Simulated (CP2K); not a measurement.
# C2H7NSi (SMILES NC1C[SiH2]1): revPBE-D3(BJ)/TZV2P-MOLOPT-PBE-GTH (core potential)

What is the energy change on altering one bond length of C2H7NSi at revPBE-D3(BJ)/TZV2P-MOLOPT-PBE-GTH (core potential)? 

The results are computed with CP2K 2026.2.

**1. Starting point**

C2H7NSi: 11 atoms, total charge 0, spin state singlet. As SMILES, `NC1C[SiH2]1`. Geometry: relaxed at PBE0-D4/def2-TZVP. This is one conformer, not always the lowest.

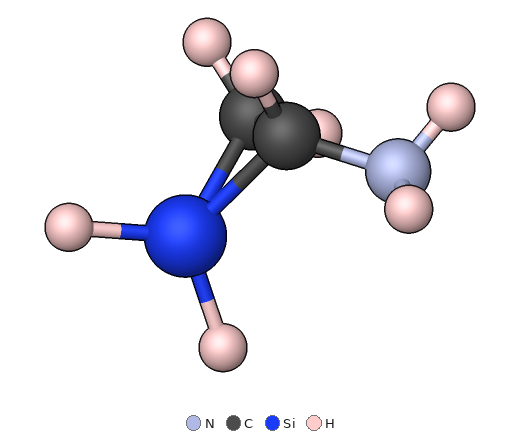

Viewed from a chosen angle; nitrogen light blue, carbon dark grey, silicon blue, hydrogen pink.

**2. A single-point energy at revPBE-D3(BJ)/TZV2P-MOLOPT-PBE-GTH (core potential)**

Input file qs.inp:

```
&GLOBAL
    PROJECT_NAME qs
    RUN_TYPE ENERGY
    PRINT_LEVEL MEDIUM
&END

&FORCE_EVAL
    METHOD QUICKSTEP
    &DFT
        BASIS_SET_FILE_NAME BASIS_MOLOPT_UZH
        POTENTIAL_FILE_NAME POTENTIAL_UZH
        &QS
            METHOD GPW
            EPS_DEFAULT 1.0E-10
        &END
        &MGRID
            CUTOFF 400
            REL_CUTOFF 50
            NGRIDS 4
        &END
        &POISSON
            PERIODIC NONE
            POISSON_SOLVER MULTIPOLE
        &END
        &SCF
            SCF_GUESS ATOMIC
            EPS_SCF 1.0E-06
            MAX_SCF 100
            ADDED_MOS 3
            &DIAGONALIZATION
                ALGORITHM STANDARD
            &END
            &MIXING
                METHOD BROYDEN_MIXING
                ALPHA 0.2
                NBUFFER 8
            &END
        &END
        &XC
            &XC_FUNCTIONAL
                &PBE
                    PARAMETRIZATION REVPBE
                &END
            &END
            &VDW_POTENTIAL
                POTENTIAL_TYPE PAIR_POTENTIAL
                &PAIR_POTENTIAL
                    TYPE DFTD3(BJ)
                    PARAMETER_FILE_NAME dftd3.dat
                    REFERENCE_FUNCTIONAL revPBE
                    R_CUTOFF 15
                &END
            &END
        &END
        &PRINT
            &MOMENTS
                PERIODIC F
                REFERENCE COM
                MAX_MOMENT 1
            &END
            &MO ON
                ENERGIES T
                OCCUPATION_NUMBERS T
                NDIGITS 6
                &EACH
                    QS_SCF 0
                &END
                ADD_LAST NUMERIC
            &END
            &HIRSHFELD OFF
            &END
        &END
    &END
    &SUBSYS
        &CELL
            ABC 11.1 10.3 10.3
            PERIODIC NONE
        &END
        &COORD
            N      3.955450     6.194050     4.678550
            C      5.340750     5.955350     4.977650
            C      5.588750     4.848250     6.017950
            Si     6.137650     4.412050     4.307650
            H      3.842250     6.656250     3.786750
            H      3.518650     6.769450     5.390250
            H      5.994050     6.822150     5.111350
            H      6.317750     5.056250     6.794050
            H      4.684750     4.370950     6.383350
            H      7.581350     4.428050     3.987250
            H      5.322950     3.477850     3.505950
        &END
        &KIND N
            BASIS_SET TZV2P-MOLOPT-PBE-GTH-q5
            POTENTIAL GTH-PBE-q5
        &END
        &KIND C
            BASIS_SET TZV2P-MOLOPT-PBE-GTH-q4
            POTENTIAL GTH-PBE-q4
        &END
        &KIND Si
            BASIS_SET TZV2P-MOLOPT-PBE-GTH-q4
            POTENTIAL GTH-PBE-q4
        &END
        &KIND H
            BASIS_SET TZV2P-MOLOPT-PBE-GTH-q1
            POTENTIAL GTH-PBE-q1
        &END
    &END
&END
```

Launch:

```console
$ OMP_NUM_THREADS=1 cp2k.psmp qs.inp > qs.out
```

Standard output:

```text
CP2K| version string:                                       CP2K version 2026.2
[...]
 GLOBAL| Method name                                                        CP2K
[...]
 GLOBAL| Run type                                                         ENERGY
[...]
 DFT| Spin restricted Kohn-Sham (RKS) calculation                            RKS
 DFT| Multiplicity                                                             1
[...]
 DFT| Charge                                                                   0
[...]
 FUNCTIONAL| PBE:
[...]
 QS| Method:                                                                 GPW
[...]
 QS| Density cutoff [a.u.]:                                                200.0
[...]
 QS| Relative density cutoff [a.u.]:                                        25.0
[...]
                             - Atoms:                                         11
[...]
                             - Spherical basis functions:                    214
[...]
 Number of electrons:                                                         24
[...]
     1 NoMix/Diag. 0.20E+00    1.5     0.79913746       -28.9983655745 -2.90E+01
[...]
    25 Broy./Diag. 0.20E+00    1.9     0.00000080       -29.4196615671 -4.02E-06
  *** SCF run converged in    25 steps ***
[...]
  Overlap energy of the core charge distribution:               0.00000125266548
  Self energy of the core charge distribution:                -71.61346399024859
  Core Hamiltonian energy:                                     21.49747440522724
  Hartree energy:                                              30.53315609906853
  Exchange-correlation energy:                                 -9.81646085608488
  Dispersion energy:                                           -0.02036847775587
  Total energy:                                               -29.41966156712808
[...]
                     Mulliken Population Analysis
 #  Atom  Element  Kind  Atomic population                           Net charge
       1     N        1          5.170675                             -0.170675
       2     C        2          3.699437                              0.300563
       3     C        2          4.030074                             -0.030074
       4     Si       3          3.740316                              0.259684
       5     H        4          1.038563                             -0.038563
       6     H        4          1.048631                             -0.048631
       7     H        4          1.081015                             -0.081015
       8     H        4          1.021677                             -0.021677
       9     H        4          1.008193                             -0.008193
      10     H        4          1.086641                             -0.086641
      11     H        4          1.074778                             -0.074778
 # Total charge                             24.000000                 -0.000000
[...]
  Dipole moment [Debye]
    X=  0.1554822E+00 Y=  0.1236595E+01 Z=  0.1619002E+00  Total=      1.2568025
 ENERGY| Total FORCE_EVAL ( QS ) energy [hartree]            -29.419661567128077
[...]
```

It took 49 s on 1 thread of Arm Neoverse V1, shared host; peak memory 1.5 GiB.

**3. The distorted shape, same level**

Input file molecule.xyz:

```xyz
11

N     -1.533181     0.566071    -0.354308
C     -0.147881     0.327371    -0.055208
C      0.100119    -0.779729     0.985092
Si     0.649019    -1.215929    -0.725208
H     -1.646381     1.028271    -1.246108
H     -1.969981     1.141471     0.357392
H      0.701400     1.454200     0.118600
H      0.829119    -0.571729     1.761192
H     -0.803881    -1.257029     1.350492
H      2.092719    -1.199929    -1.045608
H     -0.165681    -2.150129    -1.526908
```

Input file mol.inp:

```
&FORCE_EVAL
    METHOD QS
    &DFT
        BASIS_SET_FILE_NAME BASIS_MOLOPT_UZH
        POTENTIAL_FILE_NAME POTENTIAL_UZH
        &QS
            METHOD GPW
            EPS_DEFAULT 1.0E-10
        &END QS
        &MGRID
            CUTOFF 400
            REL_CUTOFF 50
            NGRIDS 4
        &END MGRID
        &POISSON
            PERIODIC NONE
            POISSON_SOLVER MULTIPOLE
        &END POISSON
        ! self-consistent field
        &SCF
            SCF_GUESS ATOMIC
            EPS_SCF 1.0E-06
            MAX_SCF 30
            &OT
                MINIMIZER DIIS
                PRECONDITIONER FULL_SINGLE_INVERSE
            &END OT
            &OUTER_SCF
                EPS_SCF 1.0E-06
                MAX_SCF 5
            &END OUTER_SCF
        &END SCF
        ! exchange and correlation
        &XC
            &XC_FUNCTIONAL
                &PBE
                    PARAMETRIZATION REVPBE
                &END PBE
            &END XC_FUNCTIONAL
            &VDW_POTENTIAL
                POTENTIAL_TYPE PAIR_POTENTIAL
                &PAIR_POTENTIAL
                    TYPE DFTD3(BJ)
                    PARAMETER_FILE_NAME dftd3.dat
                    REFERENCE_FUNCTIONAL revPBE
                    R_CUTOFF 15
                &END PAIR_POTENTIAL
            &END VDW_POTENTIAL
        &END XC
        ! extra output
        &PRINT
            &MOMENTS
                PERIODIC F
                REFERENCE COM
                MAX_MOMENT 1
            &END MOMENTS
            &MO_CUBES
                NLUMO 5
                NHOMO -1
                WRITE_CUBE F
            &END MO_CUBES
            &HIRSHFELD OFF
            &END HIRSHFELD
        &END PRINT
    &END DFT
    ! structure
    &SUBSYS
        ! vacuum box
        &CELL
            ABC 11.1 10.6 10.3
            PERIODIC NONE
        &END CELL
        &TOPOLOGY
            COORD_FILE_NAME molecule.xyz
            COORD_FILE_FORMAT XYZ
            &CENTER_COORDINATES
            &END CENTER_COORDINATES
        &END TOPOLOGY
        &KIND N
            BASIS_SET TZV2P-MOLOPT-PBE-GTH-q5
            POTENTIAL GTH-PBE-q5
        &END KIND
        &KIND C
            BASIS_SET TZV2P-MOLOPT-PBE-GTH-q4
            POTENTIAL GTH-PBE-q4
        &END KIND
        &KIND Si
            BASIS_SET TZV2P-MOLOPT-PBE-GTH-q4
            POTENTIAL GTH-PBE-q4
        &END KIND
        &KIND H
            BASIS_SET TZV2P-MOLOPT-PBE-GTH-q1
            POTENTIAL GTH-PBE-q1
        &END KIND
    &END SUBSYS
&END FORCE_EVAL
&GLOBAL
    PROJECT_NAME mol
    RUN_TYPE ENERGY
    PRINT_LEVEL MEDIUM
&END GLOBAL
```

Launch:

```console
$ OMP_NUM_THREADS=1 cp2k.psmp -i mol.inp > mol.out 2>&1
```

Standard output, cut to the lines that bear on the results:

```text
CP2K| version string:                                       CP2K version 2026.2
[...]
 GLOBAL| Method name                                                        CP2K
[...]
 GLOBAL| Run type                                                         ENERGY
[...]
 DFT| Spin restricted Kohn-Sham (RKS) calculation                            RKS
 DFT| Multiplicity                                                             1
[...]
 DFT| Charge                                                                   0
[...]
 FUNCTIONAL| PBE:
[...]
 QS| Method:                                                                 GPW
[...]
 QS| Density cutoff [a.u.]:                                                200.0
[...]
 QS| Relative density cutoff [a.u.]:                                        25.0
[...]
                             - Atoms:                                         11
[...]
                             - Spherical basis functions:                    214
[...]
 Number of electrons:                                                         24
[...]
     1 OT DIIS     0.80E-01    1.7     0.10823329       -26.2433242342 -2.62E+01
[...]
     5 OT DIIS     0.80E-01    1.8     0.00000051       -29.3890823951 -3.87E-10
  *** SCF run converged in     5 steps ***
[...]
  Overlap energy of the core charge distribution:               0.00000096104533
  Self energy of the core charge distribution:                -71.61346399024859
  Core Hamiltonian energy:                                     21.25600800977217
  Hartree energy:                                              30.71685147528110
  Exchange-correlation energy:                                 -9.72739870279309
  Dispersion energy:                                           -0.02108014816606
  Total energy:                                               -29.38908239510913
[...]
                     Mulliken Population Analysis
 #  Atom  Element  Kind  Atomic population                           Net charge
       1     N        1          5.202846                             -0.202846
       2     C        2          3.717861                              0.282139
       3     C        2          4.061041                             -0.061041
[...]
  Dipole moment [Debye]
    X= -0.2546219E+00 Y=  0.8203009E+00 Z=  0.7207789E-01  Total=      0.8619287
[...]
 HOMO - LUMO gap [eV] :    4.585339
 ENERGY| Total FORCE_EVAL ( QS ) energy [hartree]            -29.389082395109131
[...]
```

It took 64 s on 1 thread of Arm Neoverse V1, shared host; peak memory 0.88 GiB.

**4. Outcome**

At revPBE-D3(BJ)/TZV2P-MOLOPT-PBE-GTH (core potential):

| quantity | value |
| --- | --- |
| first shape: total energy | -29.41966 Eh |
| first shape: dipole moment | 1.26 D |
| first shape: HOMO energy | -5.08 eV |
| first shape: LUMO energy | -0.37 eV |
| first shape: HOMO–LUMO gap | 4.70 eV |
| first shape: dispersion energy | -53.48 kJ/mol |
| distorted shape: total energy | -29.38908 Eh |
| distorted shape: dipole moment | 0.86 D |
| distorted shape: HOMO energy | -5.15 eV |
| distorted shape: LUMO energy | -0.56 eV |
| distorted shape: HOMO–LUMO gap | 4.59 eV |
| distorted shape: dispersion energy | -55.35 kJ/mol |
| energy change with the C2–H7 bond stretched from 1.094 to 1.422 Å | 0.832 eV |

With the C2–H7 bond stretched from 1.094 to 1.422 Å the energy rises by 0.83 eV (80.3 kJ/mol). The first shape isn't relaxed at this level, so the change isn't measured from a minimum.
